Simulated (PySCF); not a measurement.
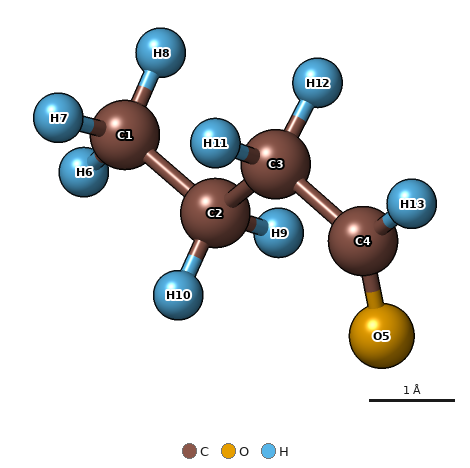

Fig. 1: The structure as given in the input (ball-and-stick view, seen at a tilt; atoms are numbered from 1 in the order of the input). Bond lengths as drawn: C–C 1.50 to 1.52 Å, C–H 1.10 to 1.12 Å and C–O 1.20 Å.

# What a change does: NMR shielding calculation on C4H8O

System: C4H8O (Butanal), SMILES CCCC=O.
Method of run A: GIAO PBE0/cc-pVDZ NMR shielding, non-relativistic, gas phase (PySCF 2.14.0).

The geometry comes from this level: PBE0-D3(BJ)/def2-SVP. Text and figures count atoms from 1; the logs count them from 0 in places.

**Input, run A**
```
{"job": {"kind": "nmr", "xc": "PBE0", "basis": "cc-pVDZ", "pop": true}, "charge": 0, "multiplicity": 1}
C     -1.673242    -0.196326     0.723323
C     -0.219064    -0.538675     0.445919
C      0.495525     0.516877    -0.378100
C      1.946127     0.225720    -0.632115
O      2.542408    -0.714366    -0.179382
H     -2.166326    -0.987628     1.307465
H     -1.764461     0.742173     1.293812
H     -2.244258    -0.069518    -0.210756
H     -0.146127    -1.506319    -0.077243
H      0.329852    -0.679774     1.390915
H      0.452163     1.510536     0.109794
H      0.009552     0.675292    -1.359564
H      2.468483     0.969888    -1.290456
```

The first line tells a small driver script what to run in PySCF; the rest is the geometry in Å.

Launched with:
```bash
OMP_NUM_THREADS=1 python <driver script> task.json out
```

Hardware: 1 CPU thread, shared host.

**Output (run A)**
```
coarse grid: 10392 points
cycle   1  E = -232.0602636792  dE =  5.071e-01  |g| = 7.722e-01  |ddm| = 6.289e+00
cycle   2  E = -231.6602476077  dE =  4.000e-01  |g| = 1.605e+00  |ddm| = 3.126e+00
cycle   3  E = -232.1846466663  dE = -5.244e-01  |g| = 1.330e-01  |ddm| = 2.163e+00
cycle   4  E = -232.1884240462  dE = -3.777e-03  |g| = 6.068e-02  |ddm| = 3.127e-01
cycle   5  E = -232.1893054964  dE = -8.815e-04  |g| = 9.375e-03  |ddm| = 9.938e-02
cycle   6  E = -232.1893245038  dE = -1.901e-05  |g| = 3.257e-03  |ddm| = 1.624e-02
cycle   7  E = -232.1893268255  dE = -2.322e-06  |g| = 7.776e-04  |ddm| = 5.603e-03
final grid: 99016 points
cycle   8  E = -232.1953707849  dE = -8.377e-06  |g| = 1.075e-02  |ddm| = 4.958e-02
cycle   9  E = -232.1953189813  dE =  5.180e-05  |g| = 1.938e-02  |ddm| = 3.873e-02
cycle  10  E = -232.1953952560  dE = -7.627e-05  |g| = 2.346e-03  |ddm| = 2.466e-02
cycle  11  E = -232.1953964995  dE = -1.244e-06  |g| = 1.416e-04  |ddm| = 3.579e-03
cycle  12  E = -232.1953965039  dE = -4.421e-09  |g| = 6.198e-05  |ddm| = 3.299e-04
cycle  13  E = -232.1953965049  dE = -9.560e-10  |g| = 9.355e-06  |ddm| = 1.185e-04
converged SCF energy = -232.1953965049

GIAO shielding tensors (ppm)
atom      isotropic    diamagn.    paramagn.     s11        s22        s33       span
  0 C      181.269     244.765     -63.496    172.351    175.316    196.140     23.789
  1 C      178.076     245.364     -67.288    174.540    176.416    183.274      8.734
  2 C      147.135     251.497    -104.362    118.039    135.133    188.234     70.195
  3 C        3.481     249.294    -245.813    -89.408    -12.437    112.288    201.696
  4 O     -309.265     399.960    -709.226   -914.230   -397.574    384.008   1298.238
  5 H       30.141      28.348       1.793     25.795     27.830     36.797     11.002
  6 H       30.610      29.972       0.638     26.952     28.501     36.376      9.424
  7 H       30.603      30.139       0.465     26.856     28.615     36.340      9.484
  8 H       29.925      31.839      -1.913     25.455     28.978     35.343      9.888
  9 H       29.718      31.721      -2.003     25.023     28.937     35.193     10.170
 10 H       29.202      31.861      -2.660     26.399     28.199     33.006      6.607
 11 H       29.117      32.171      -3.053     26.152     28.128     33.073      6.921
 12 H       21.454      26.591      -5.137     19.291     19.895     25.177      5.886
```

The input of run B differs as follows (lines with − go, lines with + come):
```diff
-"basis": "cc-pVDZ"
+"basis": "cc-pVTZ"
```

How does run B compare with run A?

The total energy of run B is 42.8 kcal/mol lower, which measures the change of basis and not a stability. The HOMO goes from −7.17 to −7.36 eV. The LUMO goes from −0.27 to −0.51 eV. The dipole moment goes from 2.41 to 2.57 D. Of all shieldings, the largest change is that of O5, by −25.4 ppm. The SCF takes 14 iterations against 13. The basis functions go from 110 to 262.

**Output (run B)**
```
coarse grid: 10392 points
cycle   1  E = -232.1454140654  dE =  4.646e-01  |g| = 7.916e-01  |ddm| = 6.920e+00
cycle   2  E = -231.7350678287  dE =  4.103e-01  |g| = 1.655e+00  |ddm| = 3.923e+00
cycle   3  E = -232.2694782121  dE = -5.344e-01  |g| = 1.465e-01  |ddm| = 2.926e+00
cycle   4  E = -232.2737775358  dE = -4.299e-03  |g| = 6.750e-02  |ddm| = 3.268e-01
cycle   5  E = -232.2748075192  dE = -1.030e-03  |g| = 1.055e-02  |ddm| = 1.041e-01
cycle   6  E = -232.2748300021  dE = -2.248e-05  |g| = 3.615e-03  |ddm| = 1.644e-02
cycle   7  E = -232.2748327464  dE = -2.744e-06  |g| = 8.398e-04  |ddm| = 7.102e-03
final grid: 99016 points
cycle   8  E = -232.2635952491  dE = -5.464e-05  |g| = 1.181e-02  |ddm| = 1.163e-01
cycle   9  E = -232.2635318018  dE =  6.345e-05  |g| = 2.190e-02  |ddm| = 4.205e-02
cycle  10  E = -232.2636214728  dE = -8.967e-05  |g| = 2.385e-03  |ddm| = 2.810e-02
cycle  11  E = -232.2636226637  dE = -1.191e-06  |g| = 2.435e-04  |ddm| = 3.849e-03
cycle  12  E = -232.2636226771  dE = -1.342e-08  |g| = 8.720e-05  |ddm| = 4.666e-04
cycle  13  E = -232.2636226788  dE = -1.746e-09  |g| = 1.923e-05  |ddm| = 1.674e-04
cycle  14  E = -232.2636226789  dE = -7.958e-11  |g| = 2.793e-06  |ddm| = 3.048e-05
converged SCF energy = -232.2636226789

GIAO shielding tensors (ppm)
atom      isotropic    diamagn.    paramagn.     s11        s22        s33       span
  0 C      172.629     242.519     -69.890    163.472    165.888    188.526     25.054
  1 C      169.487     242.267     -72.780    166.427    168.134    173.900      7.473
  2 C      136.269     248.107    -111.837    104.270    125.226    179.313     75.043
  3 C      -15.148     240.298    -255.446   -113.628    -28.433     96.618    210.246
  4 O     -334.651     402.668    -737.319   -944.788   -436.632    377.467   1322.255
  5 H       30.083      29.106       0.977     25.667     27.742     36.842     11.175
  6 H       30.586      29.698       0.888     26.889     28.420     36.449      9.560
  7 H       30.577      29.753       0.825     26.791     28.522     36.419      9.628
  8 H       29.825      30.849      -1.025     25.269     28.966     35.240      9.971
  9 H       29.604      30.822      -1.219     24.841     28.906     35.064     10.223
 10 H       29.005      31.161      -2.156     26.221     27.951     32.842      6.621
 11 H       28.884      31.349      -2.464     25.927     27.835     32.892      6.965
 12 H       21.188      27.029      -5.841     19.112     19.621     24.831      5.720
```

**The two runs side by side**

| quantity | run A | run B |
| --- | --- | --- |
| outcome | converged | converged |
| total energy (hartree) | −232.195397 | −232.263623 |
| HOMO (eV) | −7.17 | −7.36 |
| LUMO (eV) | −0.27 | −0.51 |
| dipole moment (D) | 2.41 | 2.57 |
| shielding of C1 (ppm) | 181.3 | 172.6 |
| shielding of C2 (ppm) | 178.1 | 169.5 |
| shielding of C3 (ppm) | 147.1 | 136.3 |
| shielding of C4 (ppm) | 3.5 | −15.1 |
| shielding of O5 (ppm) | −309.3 | −334.7 |
| shielding of H12 (ppm) | 29.1 | 28.9 |
| shielding of H13 (ppm) | 21.5 | 21.2 |
| SCF iterations | 13 | 14 |
| basis functions | 110 | 262 |
| wall time (shared host) | 9.1 s | 32 s |
